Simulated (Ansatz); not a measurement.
```xyz
8

Cl   -0.6769    0.6908    2.1253
F    -1.3910   -0.5960   -2.5888
F    -3.1683    0.2954   -0.9322
F    -2.0140   -1.9771   -0.4908
Si   -1.7697   -0.4856   -1.0307
Si   -0.0833    0.5998    0.1480
H     1.1851   -0.1710    0.0381
H     0.0996    1.9767   -0.3866
```

Geometry: PBE0-D3(BJ)/def2-SVP.

Level of theory: isolated molecule in a Gaussian basis; Kohn-Sham density functional theory, functional PBE0 in Ansatz.

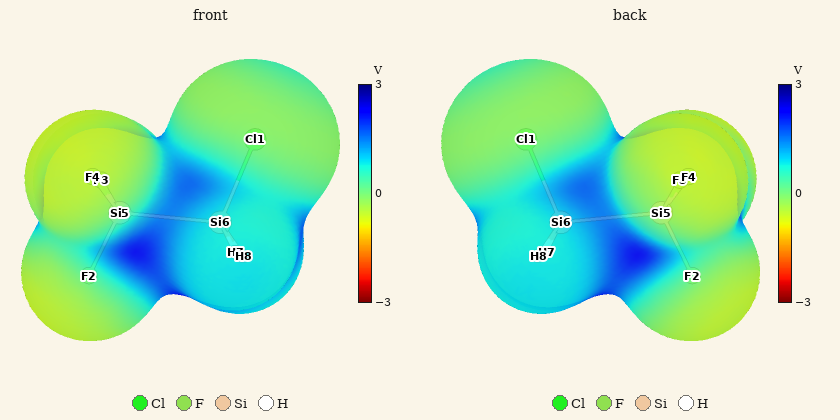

ClF$_{3}$H$_{2}$Si$_{2}$ (SMILES F[Si](F)(F)[SiH2]Cl). The electrostatic potential painted on the density surface at 0.002 e/bohr³, seen from the front and from behind; red is negative and blue positive.

Question: Where is the surface potential most negative and most positive?

Answer: The most negative region (about −0.6 V) lies over F2, F3 and F4, the most positive (about +2.1 V) over Si5 and Si6. Cl1 shows a σ-hole: about +0.5 V at the tip opposite its bond, against about −0.1 V on its flanks.
